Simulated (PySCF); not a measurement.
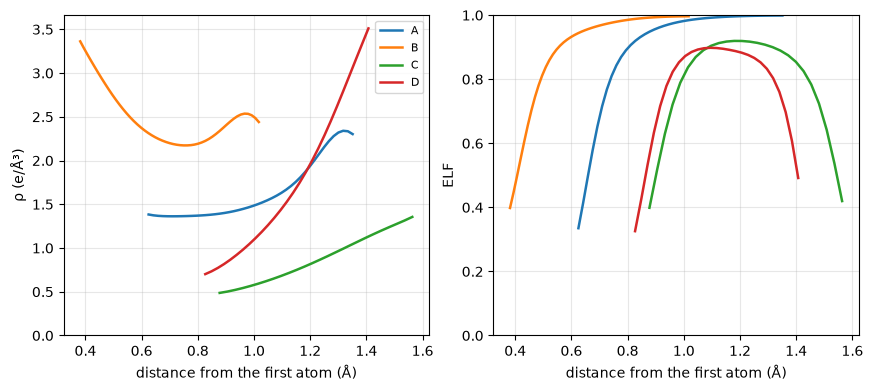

*Al₃H₆N₃S. Electron density and ELF along straight lines between neighbouring atoms. The curves leave out the atomic cores.*

Geometry: PBE0-D3(BJ)/def2-SVP.

These are results of PBE0/pcSseg-1, SCF density, gas phase, non-relativistic in PySCF 2.14.0, not measurements.

Input

```
{"job": {"kind": "nmr", "xc": "PBE0", "basis": "pcSseg-1"}, "charge": 0, "multiplicity": 1}
N     -1.324837     0.728165     0.101320
Al    -0.126714     1.882957    -0.571328
N      1.526590     1.221345    -0.778265
Al     2.042745    -0.444914    -0.359083
N      0.743671    -1.488423     0.302773
Al    -0.946270    -0.961937     0.547314
S     -2.430011    -2.365308     1.349457
H     -2.272464     1.072501     0.234321
H     -0.506473     3.374320    -0.950695
H      2.234668     1.845789    -1.158578
H      3.528293    -0.961343    -0.553869
H      0.985808    -2.445059     0.550584
H     -3.445522    -1.476140     1.293430
```

Command:

```sh
OMP_NUM_THREADS=1 python cluster_run.py task.json out
```

### Which curve belongs to which contact (Al–N, Al–S, N–H and S–H)? The first atom named is at distance zero.

Curve A: S–H (1.35 Å): ρ at the midpoint is about 1.4 e/Å³; the ELF climbs to about 1 towards the hydrogen, as it does in any bond to H. Curve B: N–H (1.02 Å): the density is about 2.7 e/Å³ at the midpoint; the ELF climbs to about 1 towards the hydrogen (a covalent bond by its length). Curve C: Al–S (2.19 Å): the density is about 0.68 e/Å³ at the midpoint; the ELF peaks at about 0.90 in the valence shell of S, 1.0 Å from its nucleus, and is about 0.90 at the midpoint. Curve D: Al–N (1.79 Å): ρ at the midpoint is about 0.82 e/Å³; the ELF peaks at about 0.90 in the valence shell of N, 0.7 Å from its nucleus, and is about 0.65 at the midpoint.
